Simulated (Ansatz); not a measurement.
**Ge5H3 (doublet): density, localisation and related maps**

Input

```
crystal:
  periodic: [false, false, false]
  atoms:
    - {symbol: Ge, position_ang: [1.225516, 1.168246, 1.268531]}
    - {symbol: Ge, position_ang: [1.292191, 0.114664, -1.430960]}
    - {symbol: Ge, position_ang: [0.793163, -1.202380, 0.667124]}
    - {symbol: Ge, position_ang: [-1.551013, -1.480804, 0.082969]}
    - {symbol: Ge, position_ang: [-0.972228, 0.933287, 0.112401]}
    - {symbol: H, position_ang: [-2.467177, -1.863904, 1.293941]}
    - {symbol: H, position_ang: [1.956589, 1.380193, -0.478999]}
    - {symbol: H, position_ang: [-0.277041, 0.950698, -1.515017]}
basis:
  gaussian: {orbitals: def2-TZVP, initial_orbitals: start.molden}
magnetization: {spin_polarized: true, initial_magnetization: 1}
hamiltonian: {xc: pbe0, dispersion: d4}
scf: {omitted_lower_state_checks: [starts]}
output: {orbitals: {seedname: orbitals}}
```

Launched as:

```sh
ansatz run in.yaml --threads 4 --pin off --events-out ev --progress --plain --max-ram 4787MiB
```

Geometry: PBE0-D4/def2-SVP.

Method: UKS PBE0-D4/def2-TZVP (Ansatz 0.2.0).

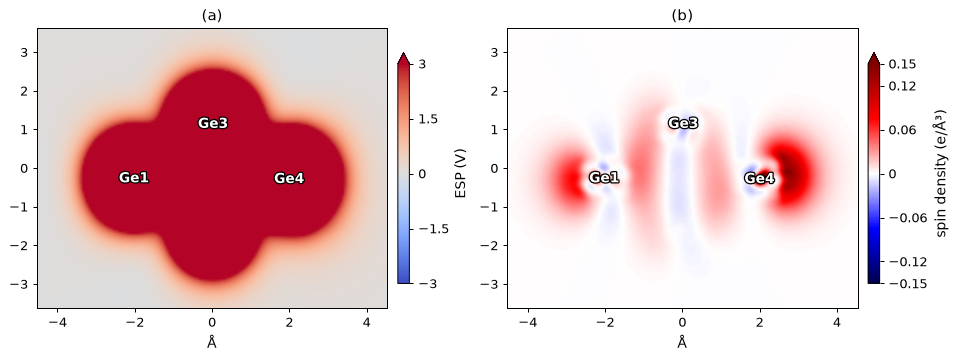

Figure 1. (a) electrostatic potential; (b) spin density (α minus β) on the plane of atoms Ge1, Ge3 and Ge4.

Q: What do the fields say about this system?

A:
- Atoms in the plane: Ge.
- The unpaired spin (1 electron) lies mostly on Ge4 (about 0.5), Ge1 (about 0.2) and Ge3 (about 0.1), in electrons by Hirshfeld's partition.
- The potential has no marked negative region in this plane.

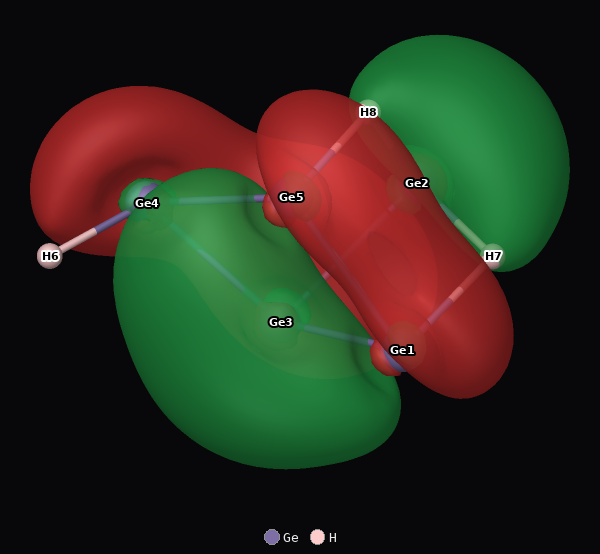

Figure 2. One frontier orbital at ±0.06 Å⁻³ᐟ² (green and red are the two phases), seen across its widest extent.

Q: Which orbital is it: HOMO (β) or LUMO (β)?

A: The HOMO (β), at −6.38 eV. It lies mainly on Ge3 (about 30 %), Ge2 (about 25 %), Ge4 (about 15 %), Ge5 (about 15 %) and Ge1 (about 10 %).

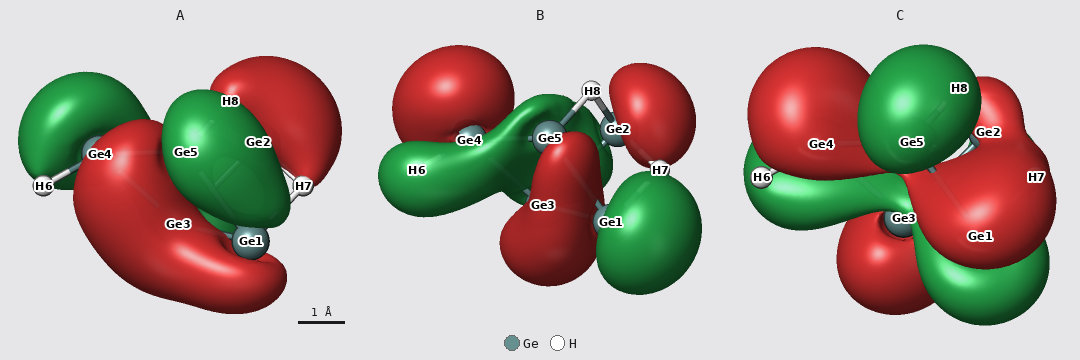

Figure 3. Three frontier orbitals at ±0.06 Å⁻³ᐟ² (green and red are the two phases), in no order.

Q: Order the three orbitals by energy and name them. All are α orbitals.

A: A is the HOMO−1 (α) (−6.76 eV). It lies mainly on Ge4 (about 25 %), Ge3 (about 25 %), Ge2 (about 20 %), Ge5 (about 20 %) and Ge1 (about 10 %). B is the HOMO (α) (−5.69 eV). It lies mainly on Ge4 (about 30 %), Ge1 (about 25 %), Ge3 (about 15 %), Ge2 (about 15 %) and Ge5 (about 5 %). C is the LUMO (α) (−2.64 eV). Its weight (Hirshfeld) is mainly on Ge4 (about 25 %), Ge3 (about 25 %), Ge1 (about 20 %) and Ge5 (about 20 %).

Q: What is the gap between the highest occupied and lowest empty α orbitals?

A: 3.05 eV between the orbital energies.
